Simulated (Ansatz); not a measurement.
Process, species as SMILES: C (CH4) → [CH3-] + H+
B3LYP-D3(BJ)/def2-TZVP geometries, fixed; electronic energies without zero-point terms.

Basis-set convergence of the deprotonation energy at r2SCAN with Ansatz (an electronic-structure program). Cartesian d functions, on some or all atoms, in 6-31G**; all else is spherical. The program fits the integrals of some runs and decomposes those of others, by size. No added dispersion term, no relativity. Functions are those of the species that has most. Reference: the value in aug-pcseg-3, 425.16 kcal/mol, itself unsure by roughly 2.06 kcal/mol (its mean distance from aug-cc-pVQZ, def2-QZVPPD). Deviations are taken from unrounded values.

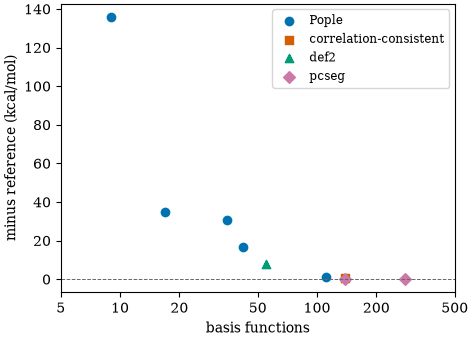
Figure: Deviation from the reference against the number of basis functions, by family of sets.

```json
[
 {"basis": "STO-3G", "functions": "9", "deprotonation energy (kcal/mol)": "561.10", "minus reference (kcal/mol)": "135.94"},
 {"basis": "6-31G", "functions": "17", "deprotonation energy (kcal/mol)": "459.74", "minus reference (kcal/mol)": "34.58"},
 {"basis": "6-31G**", "functions": "35", "deprotonation energy (kcal/mol)": "455.65", "minus reference (kcal/mol)": "30.49"},
 {"basis": "6-311G**", "functions": "42", "deprotonation energy (kcal/mol)": "442.00", "minus reference (kcal/mol)": "16.84"},
 {"basis": "def2-TZVP", "functions": "55", "deprotonation energy (kcal/mol)": "432.92", "minus reference (kcal/mol)": "7.76"},
 {"basis": "6-311++G(3df,3pd)", "functions": "111", "deprotonation energy (kcal/mol)": "426.22", "minus reference (kcal/mol)": "1.06"},
 {"basis": "aug-cc-pVTZ", "functions": "138", "deprotonation energy (kcal/mol)": "425.66", "minus reference (kcal/mol)": "0.50"},
 {"basis": "aug-pcseg-2", "functions": "138", "deprotonation energy (kcal/mol)": "425.33", "minus reference (kcal/mol)": "0.17"},
 {"basis": "aug-pcseg-3", "functions": "281", "deprotonation energy (kcal/mol)": "425.16", "minus reference (kcal/mol)": "0.00"}
]
```
